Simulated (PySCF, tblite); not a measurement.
**C5H14N2Si: geometry, infrared bands and NMR shifts**

Wanted: the infrared bands and NMR shifts of C5H14N2Si (`C=CN([SiH3])[C@@H](C)CN`), by calculation.

Computed with tblite 0.8.0 and PySCF 2.14.0, with density-fitted response routines of our own, on a single molecule in the gas phase. Atoms count from 0, in the outputs and in this text.

## 1. The molecule as given

22 atoms, charge 0, multiplicity 1; geometry from: force field or distance geometry start.

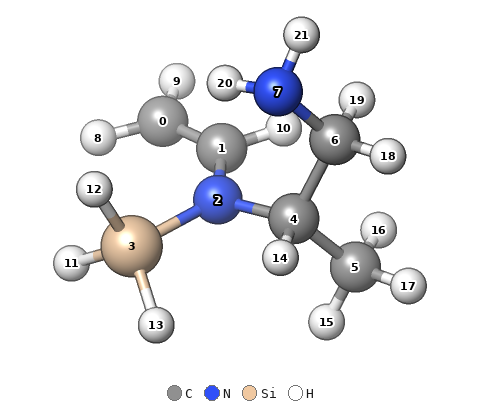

The starting geometry (carbon grey, nitrogen blue, silicon light orange, hydrogen white), atoms numbered; sticks join atoms by distance.

## 2. Relaxing the molecule with GFN2-xTB

The job: settings as JSON, then the geometry in Å.

```
{"job": {"kind": "relax", "xc": "GFN2-xTB", "basis": "xTB"}, "charge": 0, "multiplicity": 1}
C     -2.203600     1.752200    -0.097500
C     -1.072500     1.112800    -0.350400
N     -0.643900    -0.179300     0.022900
Si    -1.554600    -1.354000     0.890800
C      0.728100    -0.659300    -0.333400
C      0.883500    -0.745500    -1.867200
C      1.839500     0.244900     0.274500
N      1.734000     0.349200     1.742500
H     -3.024600     1.311800     0.462900
H     -2.362700     2.764200    -0.461000
H     -0.320900     1.648000    -0.917600
H     -3.003400    -1.187400     0.621600
H     -1.286400    -1.161300     2.352000
H     -1.126800    -2.712700     0.451600
H      0.913200    -1.663600     0.043200
H      0.103800    -1.373000    -2.290500
H      0.834600     0.241900    -2.338900
H      1.857000    -1.189100    -2.123100
H      2.823400    -0.166900     0.038000
H      1.804000     1.251800    -0.142000
H      0.758900     0.619300     1.953000
H      2.309100     1.115500     2.067800
```

Launch:

```sh
> OMP_NUM_THREADS=1 python probes_run.py task.json out
```

One launch serves the whole session: the jobs run in the order shown.

**Question.** This job is followed by: GFN2-xTB harmonic vibrations, gas phase; GIAO PBE0/pcSseg-1 NMR shielding, non-relativistic, gas phase. Predict these results of the whole session: strongest single infrared mode (GFN2-xTB); zero-point energy (GFN2-xTB); 13C shifts against TMS (PBE0/pcSseg-1); 1H shifts against TMS (PBE0/pcSseg-1, means over atoms taken as alike); 15N shifts against NH3 (PBE0/pcSseg-1); 29Si shifts against TMS (PBE0/pcSseg-1); surface potential, least and greatest.

The runs gave:

| quantity | value |
| --- | --- |
| strongest single infrared mode (GFN2-xTB) | 820 cm⁻¹, 374 km/mol |
| zero-point energy (GFN2-xTB) | 114.0 kcal/mol |
| 13C shifts against TMS (PBE0/pcSseg-1) | 142.9, 90.5, 62.3, 52.3, 21.5 ppm |
| 1H shifts against TMS (PBE0/pcSseg-1, means over atoms taken as alike) | 6.50, 4.77, 4.25, 4.08, 3.20, 3.19, 2.60, 1.17, 0.62 ppm |
| 15N shifts against NH3 (PBE0/pcSseg-1) | 77.1, 32.8 ppm |
| 29Si shifts against TMS (PBE0/pcSseg-1) | -50.2 ppm |
| surface potential, least and greatest | -1.51 V and 1.24 V |

What this shows: The optimisation took 117 steps and gained 0.293 eV; among the close pairs (by a distance rule), N2–C4 changed most, from 1.497 to 1.454 Å. All 60 modes are real, so the xTB geometry is a minimum. The strongest single mode, at 820 cm⁻¹, moves mainly H13, H12 and H11. Unscaled tight-binding wavenumbers are off by several per cent, some by more. Its intensities can rank the bands wrongly. C1 (alkene carbon bearing nitrogen) lies farthest downfield among carbon, at 142.9 ppm; an sp2 carbon further deshielded by the attached heteroatom. H10 (hydrogen on an alkene carbon bearing nitrogen) lies farthest downfield among hydrogen, at 6.50 ppm; olefinic region. At PBE0/pcSseg-1: The largest span, 216 ppm, is at C1, where the paramagnetic term is -210 ppm.
